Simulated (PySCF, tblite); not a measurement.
# C3H12FPSi3: geometry, infrared bands and NMR shifts

Wanted: the infrared bands and NMR shifts of C3H12FPSi3 (`F[C@H]1[SiH2]C[Si@H](P)C[SiH2]1`), by calculation.

Programs: tblite 0.8.0 and PySCF 2.14.0, with density-fitted response routines of our own. Each step states its level of theory. These are calculated values for one molecule in the gas phase, unless marked as measured. Atoms count from 0, in the outputs and in this text.

### Step 1. The starting structure

20 atoms, charge 0, multiplicity 1; geometry from: force field or distance geometry start.

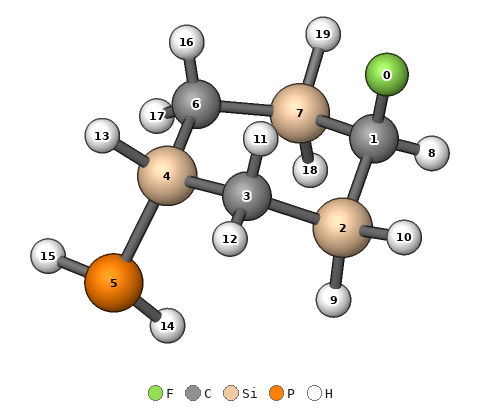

As it starts; fluorine green, carbon grey, silicon light orange, phosphorus orange, hydrogen white, atoms numbered.

### Step 2. Geometry optimisation with GFN2-xTB

Job settings and geometry (Å):

```
{"job": {"kind": "relax", "xc": "GFN2-xTB", "basis": "xTB"}, "charge": 0, "multiplicity": 1}
F     -2.482800     0.501200    -1.347200
C     -2.049800     0.419300    -0.051600
Si    -1.440100    -1.330400     0.308700
C     -0.003600    -1.579700    -0.868400
Si     1.391800    -0.407000    -0.537700
P      2.593300    -0.914500     1.216700
C      0.884800     1.372800    -0.498900
Si    -0.747600     1.702500     0.278800
H     -2.926600     0.620100     0.607700
H     -1.052400    -1.510600     1.707100
H     -2.540800    -2.251900    -0.090300
H     -0.406100    -1.331500    -1.871400
H      0.291300    -2.640900    -0.888100
H      2.304100    -0.536100    -1.714000
H      1.885700    -0.719600     2.473700
H      3.707900     0.038900     1.258600
H      0.875500     1.784500    -1.527800
H      1.650700     1.910200     0.106200
H     -0.686600     1.920600     1.739400
H     -1.253700     2.962600    -0.304600
```

Launch:

```bash
$ OMP_NUM_THREADS=1 python probes_run.py task.json out
```

The driver reads the jobs from task.json and runs them one after another.

**Question.** This job is followed by: GFN2-xTB harmonic vibrations, gas phase; GIAO PBE0/pcSseg-1 NMR shielding, non-relativistic, gas phase. Predict these results of the whole session: strongest single infrared mode (GFN2-xTB); zero-point energy (GFN2-xTB); ¹³C shifts against TMS (PBE0/pcSseg-1, means over atoms taken as alike); ¹H shifts against TMS (PBE0/pcSseg-1, means over atoms taken as alike); ¹⁹F shifts against CFCl3 (PBE0/pcSseg-1); ²⁹Si shifts against TMS (PBE0/pcSseg-1, means over atoms taken as alike); ³¹P shifts against H3PO4 (PBE0/pcSseg-1).

As calculated:

```
                                                                quantity                                          value
                               strongest single infrared mode (GFN2-xTB)                          2230 cm⁻¹, 585 km/mol
                                            zero-point energy (GFN2-xTB)                                  82.5 kcal/mol
 ¹³C shifts against TMS (PBE0/pcSseg-1, means over atoms taken as alike)                                 82.1, -6.1 ppm
  ¹H shifts against TMS (PBE0/pcSseg-1, means over atoms taken as alike)  5.16, 5.15, 4.66, 4.32, 1.13, 0.60, -0.19 ppm
                                ¹⁹F shifts against CFCl3 (PBE0/pcSseg-1)                                     -306.3 ppm
²⁹Si shifts against TMS (PBE0/pcSseg-1, means over atoms taken as alike)                               -19.2, -48.7 ppm
                                ³¹P shifts against H3PO4 (PBE0/pcSseg-1)                                     -293.2 ppm
```

The optimisation took 93 steps and gained 0.888 eV; among the close pairs (by a distance rule), P5–H15 changed most, from 1.467 to 1.384 Å. No mode is imaginary among the 54: a minimum at this level. The strongest single mode, at 2230 cm⁻¹, moves mainly H9. GFN2-xTB is a fitted tight-binding method: band positions and strengths are rough. Its intensities can rank the bands wrongly. The most deshielded carbon is C1 (sp3 CH bonded to F and 2 Si), at 82.1 ppm: deshielded by the electronegative neighbour. At PBE0/pcSseg-1: The largest span, 136 ppm, is at C1, where the paramagnetic term is -149 ppm.
